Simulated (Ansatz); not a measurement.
# BFH₃NSi (SMILES FB1N[SiH2]1): what the fields show

The calculation's input:

```
crystal:
  periodic: [false, false, false]
  atoms:
    - {symbol: F, position_ang: [-0.871804, -2.140763, 0.801094]}
    - {symbol: B, position_ang: [-0.433067, -0.973421, 0.375122]}
    - {symbol: N, position_ang: [0.740208, -0.495002, -0.173607]}
    - {symbol: Si, position_ang: [-0.349502, 0.892477, -0.073105]}
    - {symbol: H, position_ang: [1.655503, -0.821386, -0.445430]}
    - {symbol: H, position_ang: [-0.757136, 1.487644, -1.372564]}
    - {symbol: H, position_ang: [0.077201, 1.982451, 0.842791]}
basis:
  gaussian: {orbitals: def2-TZVPP}
hamiltonian: {xc: pbe0, dispersion: d4}
output: {orbitals: {seedname: orbitals}}
```

Command:

```sh
ansatz run in.yaml --threads 2 --pin off --events-out ev --progress --plain --max-ram 4352MiB
```

Geometry: PBE0-D4/def2-TZVP.

Computed with RKS PBE0-D4/def2-TZVPP in Ansatz 0.2.0.

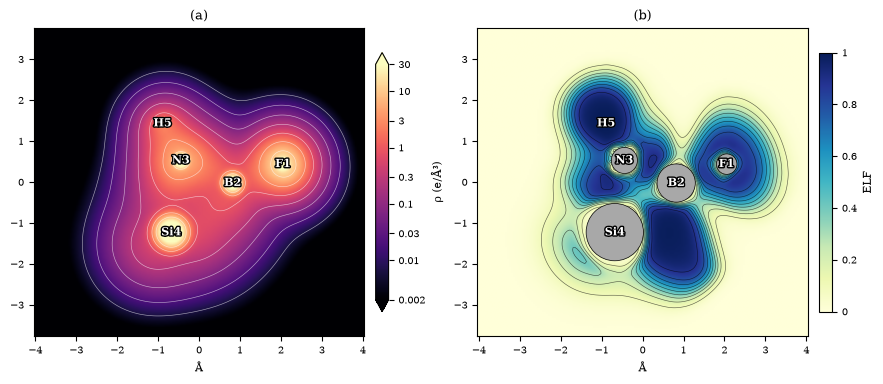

Figure 1. (a) electron density; (b) ELF on the plane of atoms N3, B2 and Si4. Grey discs cover the atomic cores in the ELF map.

### What do the fields say about this system?

Atoms in the plane: F, B, N, Si and H.
B–F (1.32 Å): the density is about 2.2 e/Å³ at the midpoint; the ELF peaks at about 0.85 between the atoms: a shared but strongly polarised pair.
B–N (1.38 Å): ρ at the midpoint is about 2 e/Å³; the ELF peaks at about 0.90 between the atoms; a polar covalent bond.
Si–N (1.77 Å): ρ is about 0.95 e/Å³ halfway; the ELF peaks at about 0.85 between the atoms; a polar covalent bond.
Si–B (1.92 Å): ρ is about 0.72 e/Å³ halfway; the ELF peaks at about 0.70 between the atoms.
N–H (1.01 Å): the density is about 2.9 e/Å³ at the midpoint; the ELF climbs to about 1 towards the hydrogen, as it does in any bond to H: an ordinary covalent bond to hydrogen.
The ELF also peaks beside F1, away from the bonds: lone-pair regions.

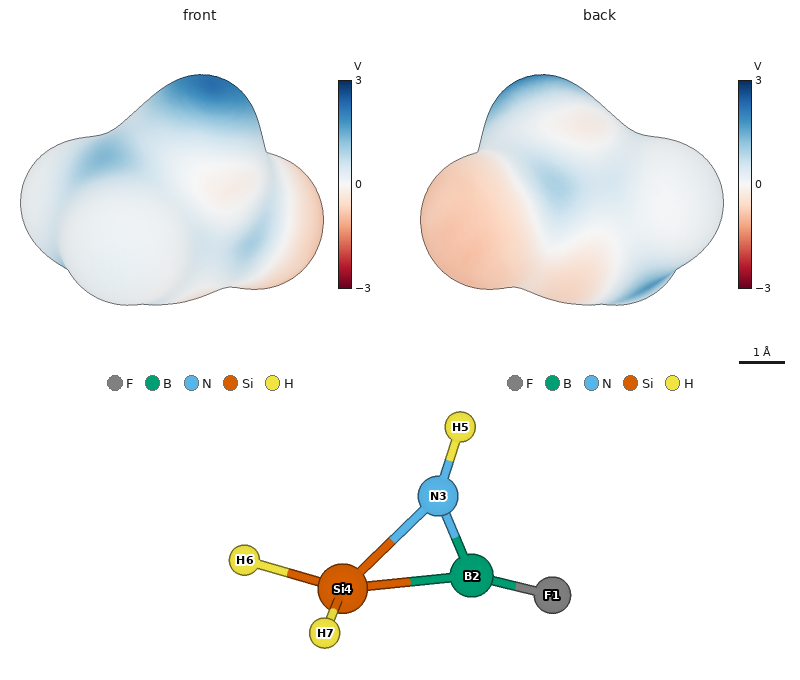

Figure 2. The molecular electrostatic potential painted on the density surface at 0.002 e/bohr³, seen from the front and from behind; the colour scale runs from red (negative) to blue (positive). The bare structure is drawn below in the same view.

### Where is the surface potential most negative and most positive?

The most negative region (about −0.9 V) lies over F1, the most positive (about +2.1 V) over H5.

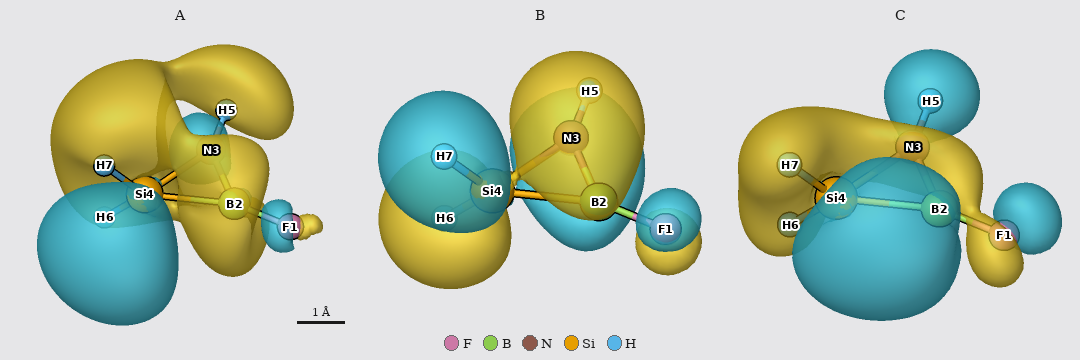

Figure 3. Three frontier orbitals at ±0.06 Å⁻³ᐟ² (yellow and cyan are the two phases), in no order.

### Which picture is the HOMO−1, the HOMO and the LUMO?

B is the HOMO−1 (−8.55 eV). By Hirshfeld shares it lies mainly on N3 (about 40 %), Si4 (about 20 %), H7 (about 10 %), H6 (about 10 %) and B2 (about 10 %). C is the HOMO (−7.38 eV). By Hirshfeld shares it lies mainly on Si4 (about 40 %), B2 (about 30 %), N3 (about 10 %) and F1 (about 10 %). A is the LUMO (−0.49 eV). By Hirshfeld shares it lies mainly on Si4 (about 55 %), B2 (about 15 %), N3 (about 10 %), H5 (about 5 %), H7 (about 5 %) and H6 (about 5 %).

### What is the HOMO–LUMO gap?

6.89 eV between the orbital energies.
